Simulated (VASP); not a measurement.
Band structure of Sn (beta). Calculation: r2SCAN+rVV10, VASP's PBE PAW potentials (set 64) (plane waves; VASP).

Unless said otherwise, spin-orbit coupling is left out, though it shifts the bands of the heavy elements here.

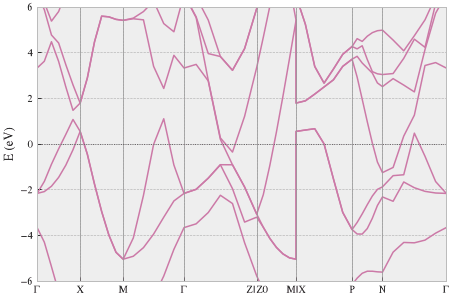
Figure. Bands along high-symmetry lines, zero at the valence-band maximum or, without a gap, the Fermi level

Q: Read the plot: is there a gap, and where are the band edges?

A: It has no gap at this level: it comes out as a metal or semimetal.

The compound is Sn in the beta structure. It was relaxed first.
